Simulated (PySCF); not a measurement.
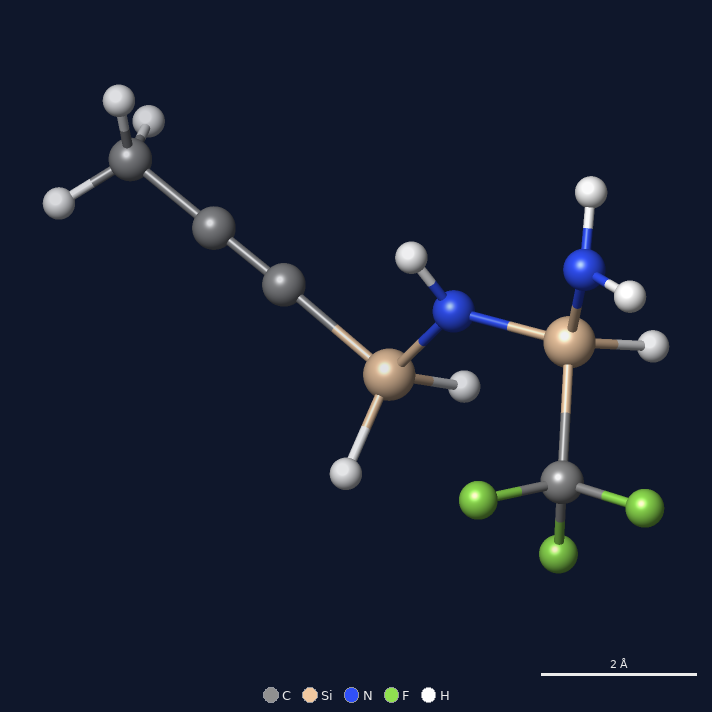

The picture shows a molecular structure as a ball-and-stick model. Every bond is drawn as one stick, whatever its order.

The computed structure is the end point of a GFN2-xTB optimisation. No frequency run is at hand to confirm it as a minimum.

Question: Count the atoms of each element.

Answer: C4H9F3N2Si2, 20 atoms: 4 carbon, 9 hydrogen, 3 fluorine, 2 nitrogen and 2 silicon.

Question: Name some functional groups or characteristic bonds that it holds.

Answer: Among them: alkyne, C–F bond, Si–H bond, Si–N bond.

Question: What is its SMILES?

Answer: CC#C[SiH2]N[Si@@H](N)C(F)(F)F

More results for the same structure follow; atom numbers are the same in all pictures, views and colours differ.

## Geometry

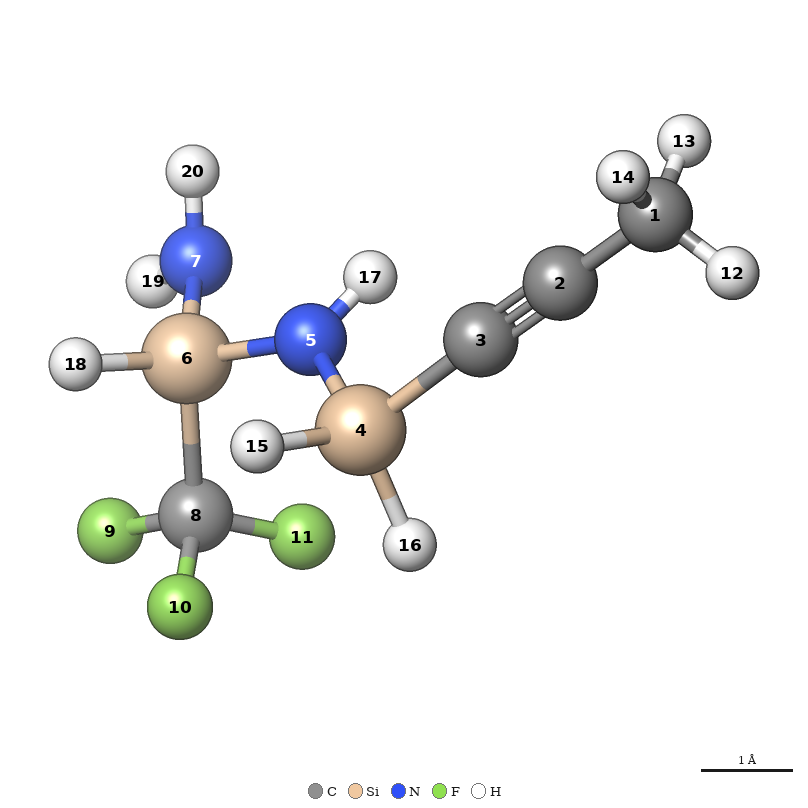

Atoms carry their numbers in the input. No frequency run is at hand to confirm it as a minimum.

Give the bond lengths. Leave out bonds to hydrogen.

```tsv
bond	length (Å)	order
C1–C2	1.446	single
C2–C3	1.205	triple
C3–Si4	1.845	single
Si4–N5	1.753	single
N5–Si6	1.710	single
Si6–N7	1.714	single
Si6–C8	1.942	single
C8–F9	1.355	single
C8–F10	1.352	single
C8–F11	1.348	single
```

## Electronic properties

No frequency run is at hand to confirm it as a minimum. Properties computed with PBE0/pcSseg-1, gas phase (PySCF 2.14.0).

Computed properties:

- dipole moment: 4.60 D
- HOMO energy (Kohn–Sham orbital): −7.58 eV
- LUMO energy (Kohn–Sham orbital): −0.11 eV
- HOMO–LUMO gap: 7.47 eV

## NMR shielding

The questions are on isotropic NMR shieldings of the Si atoms. No frequency run is at hand to confirm it as a minimum. Level of theory: GIAO PBE0/pcSseg-1 NMR shielding, non-relativistic, gas phase (PySCF 2.14.0).

Give the isotropic NMR shieldings of the Si atoms atom by atom.

```json
{"atom": "Si4", "σ (ppm)": "410.0"}
{"atom": "Si6", "σ (ppm)": "385.0"}
```

## Charges

The questions are on ESP-fitted charges. No frequency run is at hand to confirm it as a minimum. Level of theory: PBE0/pcSseg-1, gas phase (PySCF 2.14.0).

Question: Which atom carries the highest charge (most positive or least negative)?

Answer: Si4 (0.63 e).

Question: And the lowest?

Answer: N7 (−1.05 e).

List the ESP-fitted charges.

| atom | value (e) |
| --- | --- |
| C1 | −0.56 |
| C2 | 0.28 |
| C3 | −0.54 |
| Si4 | 0.63 |
| N5 | −0.68 |
| Si6 | 0.61 |
| N7 | −1.05 |
| C8 | 0.36 |
| F9 | −0.18 |
| F10 | −0.20 |
| F11 | −0.16 |
| H12 | 0.19 |
| H13 | 0.19 |
| H14 | 0.19 |
| H15 | −0.09 |
| H16 | −0.09 |
| H17 | 0.37 |
| H18 | −0.11 |
| H19 | 0.40 |
| H20 | 0.43 |

## Quadrupole coupling

No frequency run is at hand to confirm it as a minimum. Electric field gradients from the ground-state density, PBE0/pcSseg-1 (PySCF 2.14.0), non-relativistic apart from any core potentials.

Give the largest field-gradient component, the quadrupole coupling constant and the asymmetry for 14N at N5 (Q = 20.44 mb), 14N at N7 (Q = 20.44 mb), 2H at H12 (Q = 2.86 mb), 2H at H13 (Q = 2.86 mb), 2H at H14 (Q = 2.86 mb), 2H at H15 (Q = 2.86 mb).

| atom | V_zz (a.u.) | e²qQ/h (MHz) | η |
| --- | --- | --- | --- |
| N5 | −0.766 | −3.68 | 0.42 |
| N7 | −0.927 | −4.45 | 0.30 |
| H12 | 0.308 | 0.207 | 0.02 |
| H13 | 0.308 | 0.207 | 0.03 |
| H14 | 0.308 | 0.207 | 0.02 |
| H15 | 0.158 | 0.106 | 0.04 |

The geometry is semi-empirical. Around Si such bond lengths and angles can be off by a tenth of an ångström or more and by several degrees, and values that hang on the shape move with them.
